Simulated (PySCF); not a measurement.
**Run report: AlH2BrO2, geometry relaxation**

System: AlH2BrO2, SMILES [OH][Al]([OH])[Br].
Method: PBE0-D3(BJ)/def2-SVP geometry optimisation, gas phase (PySCF 2.14.0).

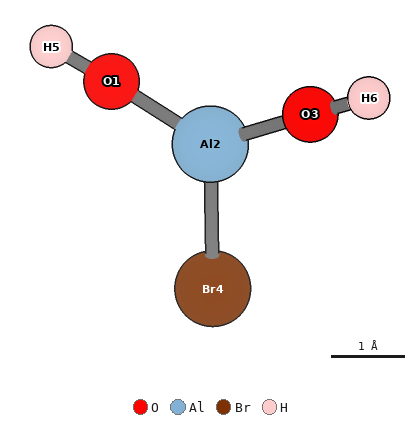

**Figure 1.** The structure as given in the input (ball-and-stick view, seen at a tilt; atoms are numbered from 1 in the order of the input). Sticks mark near contacts.

### Input file
```
{"job": {"xc": "PBE0", "basis": "def2-SVP", "d3": "d3bj", "grid": 2, "kind": "geom", "shake": 0.01}, "charge": 0, "multiplicity": 1}
O     -1.195814     0.414174     0.842785
Al     0.162267     0.174302     0.007688
O      0.546770    -1.136730    -0.885981
Br     1.732779     1.815688     0.095830
H     -2.016185     0.589271     1.308690
H      0.791223    -1.888710    -1.392103
```

The first line tells a small driver script what to run in PySCF; the rest is the geometry in Å.

Command:
```bash
OMP_NUM_THREADS=1 python <driver script> task.json out
```

### Log
```
step   0  E = -2967.32985873  max force = 0.038773
step   1  E = -2967.33195936  max force = 0.006846
step   2  E = -2967.33213916  max force = 0.002646
step   3  E = -2967.33223033  max force = 0.002448
step   4  E = -2967.33329126  max force = 0.030959
step   5  E = -2967.33467663  max force = 0.023768
step   6  E = -2967.33112293  max force = 0.015699
step   7  E = -2967.33808975  max force = 0.011178
step   8  E = -2967.33780331  max force = 0.014569
step   9  E = -2967.33936454  max force = 0.003865
step  10  E = -2967.33955951  max force = 0.001930
step  11  E = -2967.33973202  max force = 0.003048
step  12  E = -2967.33977803  max force = 0.001600
step  13  E = -2967.33979585  max force = 0.000252
step  14  E = -2967.33979793  max force = 0.000264
optimisation converged
```

### Trajectory as extended XYZ (Å, eV, eV/Å), 15 frames, from step=0 to step=14
```
6
Properties=species:S:1:pos:R:3:forces:R:3 step=0 energy=-80745.15823
O    -1.1958    0.4142    0.8428   -1.9938   0.2370   1.0861
Al    0.1623    0.1743    0.0077    1.4828   0.6695  -0.3718
O     0.5468   -1.1367   -0.8860   -0.1128  -0.2499  -0.0896
Br    1.7328    1.8157    0.0958   -0.1808  -0.1665  -0.0028
H    -2.0162    0.5893    1.3087    0.6903  -0.1505  -0.3894
H     0.7912   -1.8887   -1.3921    0.1143  -0.3397  -0.2324
6
Properties=species:S:1:pos:R:3:forces:R:3 step=1 energy=-80745.21540
O    -1.2425    0.3756    0.8096    0.3520  -0.0810  -0.2046
Al    0.1933    0.2024    0.0070   -0.1121  -0.0355   0.0287
O     0.4929   -1.1676   -0.8683   -0.0241  -0.0265   0.0035
Br    1.7295    1.8400    0.1187   -0.0198  -0.0317  -0.0012
H    -2.0534    0.5551    1.2508   -0.2648   0.1110   0.1699
H     0.7867   -1.9037   -1.3857    0.0688   0.0637   0.0038
6
Properties=species:S:1:pos:R:3:forces:R:3 step=2 energy=-80745.22029
O    -1.2537    0.3833    0.8156   -0.0340  -0.0965  -0.0501
Al    0.1701    0.1825    0.0021    0.0203   0.0353   0.0293
O     0.5061   -1.1756   -0.8774   -0.1361  -0.0266   0.0473
Br    1.7072    1.8155    0.1199    0.0331   0.0315  -0.0010
H    -2.0581    0.5899    1.2697    0.0485   0.0261  -0.0108
H     0.8349   -1.8938   -1.3980    0.0681   0.0302  -0.0148
6
Properties=species:S:1:pos:R:3:forces:R:3 step=3 energy=-80745.22277
O    -1.2575    0.3756    0.8111   -0.1114  -0.0761   0.0040
Al    0.1712    0.1807    0.0076    0.0590   0.0809   0.0020
O     0.5034   -1.1761   -0.8737   -0.1259  -0.0667   0.0311
Br    1.7065    1.8188    0.1213    0.0120   0.0084   0.0061
H    -2.0619    0.5883    1.2639    0.0884   0.0217  -0.0271
H     0.8448   -1.8855   -1.3983    0.0778   0.0319  -0.0160
6
Properties=species:S:1:pos:R:3:forces:R:3 step=4 energy=-80745.25164
O    -1.3502    0.1986    0.6953   -1.5920   0.3083   0.8460
Al    0.1399    0.1523    0.0479    1.0454   1.0666  -0.0713
O     0.4475   -1.2091   -0.8135    0.1135  -0.9387  -0.4840
Br    1.6690    1.8450    0.1805   -0.3322  -0.3340   0.0400
H    -2.1048    0.5606    1.1590    0.4801  -0.0818  -0.2053
H     1.1050   -1.6456   -1.3372    0.2852  -0.0203  -0.1255
6
Properties=species:S:1:pos:R:3:forces:R:3 step=5 energy=-80745.28934
O    -1.3709    0.1926    0.6979   -1.2222   0.1952   0.6448
Al    0.1303    0.1320    0.0569    0.8376   0.8849  -0.1392
O     0.4587   -1.2252   -0.8218    0.0702  -0.7642  -0.3557
Br    1.6468    1.8316    0.1817   -0.2864  -0.2980   0.0572
H    -2.1080    0.5867    1.1604    0.3906  -0.0556  -0.1499
H     1.1496   -1.6160   -1.3431    0.2101   0.0377  -0.0571
6
Properties=species:S:1:pos:R:3:forces:R:3 step=6 energy=-80745.19263
O    -1.5398   -0.0368    0.5669   -0.4204   0.2358   0.2653
Al    0.0253    0.0065   -0.0126   -0.1582   0.0861   0.1175
O     0.5207   -1.3799   -0.8744    0.4269   0.7746   0.1946
Br    1.5002    1.7205    0.2554   -0.2632  -0.3043  -0.0461
H    -2.0077    0.6364    1.0592   -0.0618   0.0151   0.0380
H     1.4078   -1.0449   -1.0626    0.4768  -0.8073  -0.5694
6
Properties=species:S:1:pos:R:3:forces:R:3 step=7 energy=-80745.38221
O    -1.5562    0.0627    0.6326    0.3931  -0.3457  -0.4395
Al   -0.0065    0.0528   -0.0461   -0.0126  -0.5552   0.0660
O     0.5723   -1.3291   -0.8891    0.1388   0.5748   0.1192
Br    1.4509    1.7285    0.2934    0.0215   0.1462  -0.0139
H    -2.0432    0.6962    1.1484   -0.0283   0.2353   0.1173
H     1.4891   -1.3093   -1.2072   -0.5125  -0.0555   0.1510
6
Properties=species:S:1:pos:R:3:forces:R:3 step=8 energy=-80745.37442
O    -1.4985    0.0404    0.6078   -0.7492   0.0319   0.4143
Al    0.0778    0.0263    0.0998    0.4762   0.6284  -0.3821
O     0.5403   -1.2872   -0.8329    0.1272  -0.3637  -0.0612
Br    1.4667    1.8133    0.2645   -0.1181  -0.1926   0.1140
H    -2.0702    0.6612    1.0578    0.1429  -0.0410  -0.0257
H     1.3903   -1.3522   -1.2651    0.1209  -0.0630  -0.0593
6
Properties=species:S:1:pos:R:3:forces:R:3 step=9 energy=-80745.41690
O    -1.5287    0.0511    0.6169   -0.1689  -0.1164   0.0244
Al    0.0354    0.0426    0.0185    0.1987   0.0947  -0.1108
O     0.5580   -1.3066   -0.8603   -0.0359   0.0462   0.0550
Br    1.4506    1.7817    0.2908   -0.0585  -0.0431   0.0279
H    -2.0462    0.6872    1.1063    0.0775   0.0531   0.0069
H     1.4373   -1.3541   -1.2402   -0.0129  -0.0345  -0.0034
6
Properties=species:S:1:pos:R:3:forces:R:3 step=10 energy=-80745.42221
O    -1.5329    0.0428    0.6109   -0.0761  -0.0980  -0.0272
Al    0.0334    0.0523    0.0044    0.0961  -0.0519  -0.0538
O     0.5548   -1.3077   -0.8609   -0.0059   0.0993   0.0384
Br    1.4390    1.7868    0.3063   -0.0182   0.0110   0.0146
H    -2.0235    0.6943    1.1077    0.0393   0.0713   0.0248
H     1.4356   -1.3667   -1.2364   -0.0352  -0.0316   0.0031
6
Properties=species:S:1:pos:R:3:forces:R:3 step=11 energy=-80745.42690
O    -1.5429    0.0267    0.6016    0.0122  -0.0232  -0.0427
Al    0.0302    0.0550   -0.0062   -0.0131  -0.1568  -0.0048
O     0.5536   -1.3085   -0.8620    0.0116   0.1035   0.0145
Br    1.4079    1.7985    0.3332    0.0246   0.0542   0.0049
H    -1.9750    0.7174    1.1024   -0.0100   0.0466   0.0290
H     1.4326   -1.3873   -1.2370   -0.0252  -0.0244  -0.0009
6
Properties=species:S:1:pos:R:3:forces:R:3 step=12 energy=-80745.42815
O    -1.5458    0.0246    0.6007    0.0145   0.0070  -0.0194
Al    0.0306    0.0491   -0.0026   -0.0206  -0.0823   0.0032
O     0.5547   -1.3081   -0.8630    0.0018   0.0535   0.0052
Br    1.3966    1.8037    0.3403    0.0159   0.0274   0.0037
H    -1.9595    0.7292    1.0996   -0.0091   0.0130   0.0135
H     1.4299   -1.3967   -1.2430   -0.0025  -0.0188  -0.0061
6
Properties=species:S:1:pos:R:3:forces:R:3 step=13 energy=-80745.42864
O    -1.5450    0.0280    0.6022   -0.0024   0.0130   0.0004
Al    0.0323    0.0445    0.0017   -0.0070   0.0091   0.0091
O     0.5541   -1.3071   -0.8642   -0.0038   0.0041  -0.0051
Br    1.3947    1.8062    0.3426    0.0001  -0.0070   0.0021
H    -1.9547    0.7365    1.1000    0.0043  -0.0083  -0.0008
H     1.4250   -1.4062   -1.2503    0.0087  -0.0108  -0.0057
6
Properties=species:S:1:pos:R:3:forces:R:3 step=14 energy=-80745.42869
O    -1.5442    0.0305    0.6031   -0.0017   0.0067  -0.0022
Al    0.0329    0.0446    0.0019   -0.0032   0.0136   0.0078
O     0.5522   -1.3067   -0.8652   -0.0022  -0.0009  -0.0072
Br    1.3964    1.8054    0.3436    0.0004  -0.0090   0.0017
H    -1.9525    0.7392    1.1016    0.0030  -0.0047   0.0013
H     1.4217   -1.4112   -1.2531    0.0037  -0.0058  -0.0015
```

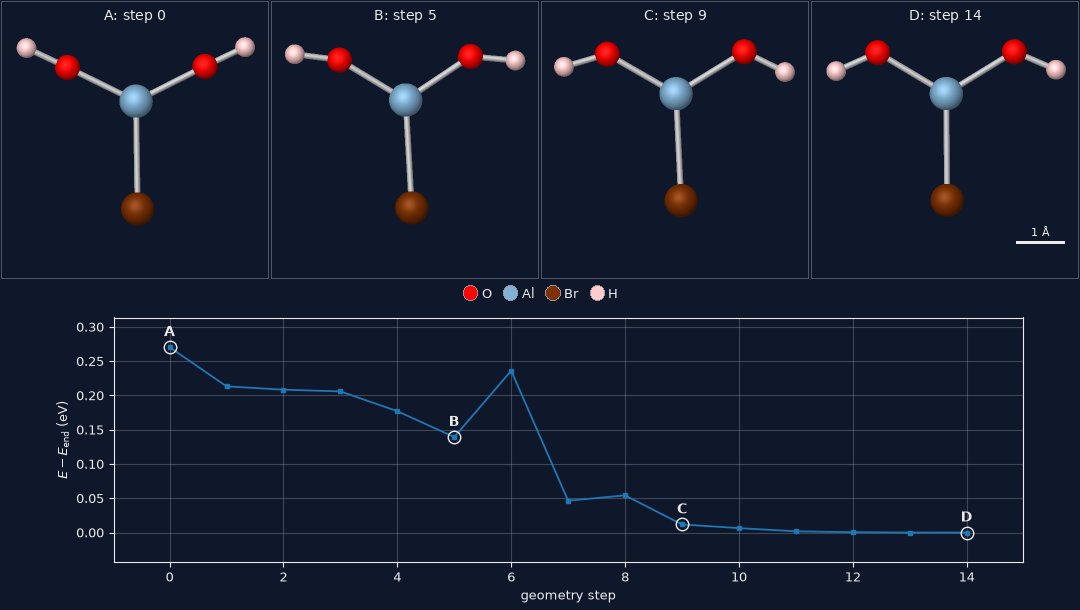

**Figure 2.** Frames of the relaxation (ball-and-stick view, seen on its broad side) above the curves, on which the letters mark them (steps are counted from 0).

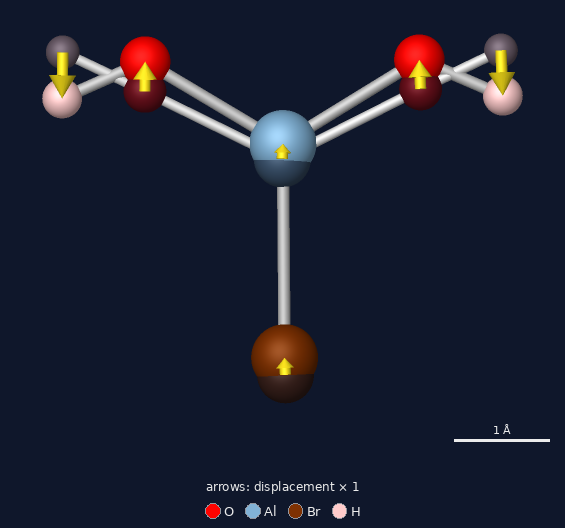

**Figure 3.** Start (faint) and end (solid) with the displacements as yellow arrows, at true length (ball-and-stick view, seen on its broad side). The two geometries are laid on each other by the best rigid fit. H5 moves most after the best rigid fit: 0.49 Å. By element the largest moves are H 0.49 Å, O 0.31 Å, Br 0.18 Å, Al 0.16 Å. Among the contacts that change: O1–Al2 1.612 → 1.688 Å, Al2–O3 1.633 → 1.688 Å, Al2–Br4 2.273 → 2.253 Å, O3–H6 0.939 → 0.958 Å. Among the angles that change: Al2–O3–H6 178.5° → 125.1°, Al2–O1–H5 177.2° → 125.3°, O1–Al2–O3 127.0° → 117.6°. After 14 geometry steps the energy has fallen by 0.270 eV. The largest force component goes from 2 to 0.014 eV/Å. (Atoms are counted from 1 in the order of the input.)

### Results in brief

```csv
quantity,value
outcome,converged
total energy,−2967.339798 hartree
dipole moment,0.78 D
point group,C2v
hardware,"1 CPU thread, shared host"
wall time,90 s
peak memory,0.42 GiB
```
